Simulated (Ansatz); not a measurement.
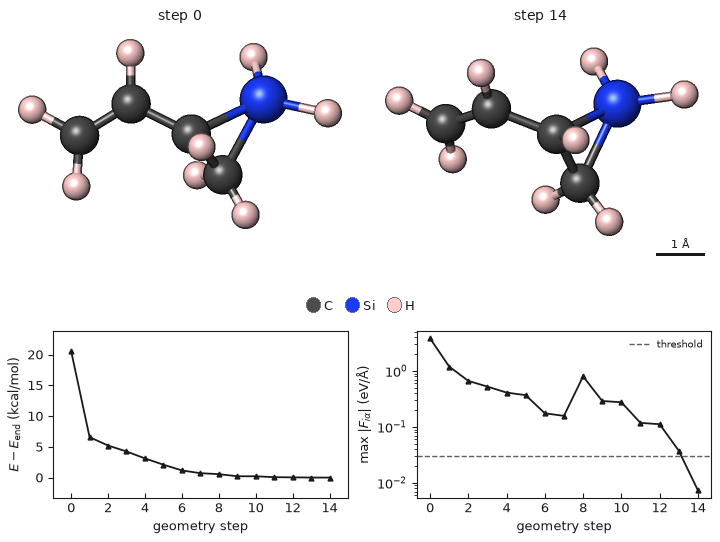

First and last geometry of a relaxation of C₄H₈Si (coarse preliminary run), with the history of the run. A ball-and-stick model, seen face on.

The start comes from a force field.

Computed with Ansatz 0.2.0, RKS PBE-D4/def2-SVP.

The input:
```yaml
crystal:
  periodic: [false, false, false]
  atoms:
    - {symbol: C, position_ang: [-1.924900, 0.584000, -0.788400]}
    - {symbol: C, position_ang: [-1.231900, 0.166100, 0.212900]}
    - {symbol: C, position_ang: [-0.050600, -0.643600, 0.051100]}
    - {symbol: C, position_ang: [1.251300, -0.036100, -0.606500]}
    - {symbol: Si, position_ang: [1.406000, -0.368400, 1.204500]}
    - {symbol: H, position_ang: [-2.867000, 1.232100, -0.618900]}
    - {symbol: H, position_ang: [-1.673000, 0.429700, -1.827300]}
    - {symbol: H, position_ang: [-1.529100, 0.413700, 1.218000]}
    - {symbol: H, position_ang: [-0.211200, -1.679200, -0.075400]}
    - {symbol: H, position_ang: [1.173700, 1.002300, -0.849600]}
    - {symbol: H, position_ang: [1.764800, -0.677400, -1.225900]}
    - {symbol: H, position_ang: [2.432500, -1.425100, 1.414000]}
    - {symbol: H, position_ang: [1.479800, 0.967100, 1.906400]}
basis:
  gaussian: {orbitals: def2-SVP}
hamiltonian: {xc: pbe, dispersion: d4}
relax: {f_tol: 0.03, max_steps: 200}
```

Run as
```bash
ansatz run in.yaml --threads 4 --pin off --events-out ev --progress --plain --max-ram 10444MiB
```

### What do the curves and the structures tell?

It converged. After 14 geometry steps the energy has fallen by 20.6 kcal/mol. The largest force component goes from 3.8 to 0.0074 eV/Å. H7 moves most after the best rigid fit: 1.37 Å. By element the largest moves are H 1.37 Å, C 0.52 Å, Si 0.35 Å. Near-neighbour distances that change, for instance: C4–H11 1.029 → 1.103 Å, C1–C2 1.287 → 1.350 Å, C1–H6 1.156 → 1.100 Å, C3–H9 1.056 → 1.106 Å. Bond angles that change, for instance: C4–Si5–H13 107.5° → 118.9°, C4–Si5–H12 108.9° → 119.0°, H10–C4–H11 120.3° → 112.5°. Groups turn about C2–C3 by about 65°.

```csv
step,"E − E(0), kcal/mol","largest force component, eV/Å"
0,0.00,3.8419
1,-14.00,1.2017
2,-15.37,0.6662
3,-16.33,0.5267
4,-17.46,0.4119
5,-18.48,0.3700
6,-19.42,0.1753
7,-19.87,0.1580
8,-20.02,0.8026
9,-20.36,0.2911
10,-20.37,0.2764
11,-20.51,0.1181
12,-20.54,0.1120
13,-20.58,0.0377
14,-20.58,0.0074
```
